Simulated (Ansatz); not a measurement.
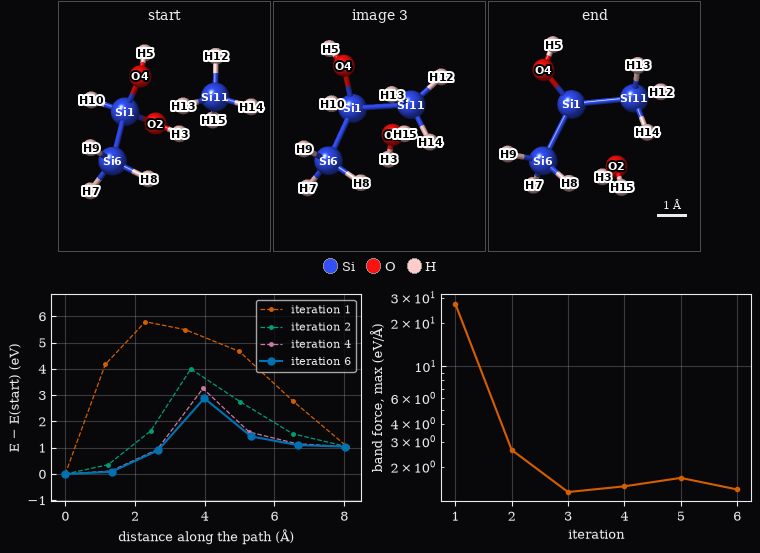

A nudged-elastic-band calculation for Si₃H₁₀O₂, made up at the start of Si$_{2}$H$_{6}$O$_{2}$ and SiH$_{4}$. Images are numbered from 0 (start) to 6 (end). The plot follows the band through its iterations. The picture is a ball-and-stick view, seen from a free direction.

Level of theory: RKS r2SCANh-D4/6-31G* (Ansatz). Set-up: 5 movable images; climbing image; force threshold 0.03 eV/Å; iteration limit 6; starting path through a guess of the saddle point.

Q: How did the profile develop, and is the result final?

A: The result isn't final. The band hadn't converged when the run stopped after 6 iterations. The largest component of the band force went from 27 to 1.4 eV/Å. The barrier read from it is provisional: over the last two iterations the highest image moved from 3.26 eV to 2.88 eV. The iteration limit was low. The first iteration put the highest image at 5.80 eV. The energy climbs by 2.88 eV to image 3 and then falls by 1.84 eV, so the end point sits at +1.04 eV.

Limits of the set-up: the start holds two separate molecules, 2.4 Å apart at their closest, whose relative position is a soft coordinate.

The run took 55 s on 4 threads of Intel(R) Xeon(R) 6975P-C (Granite Rapids) (shared host), peak memory 0.33 GiB.
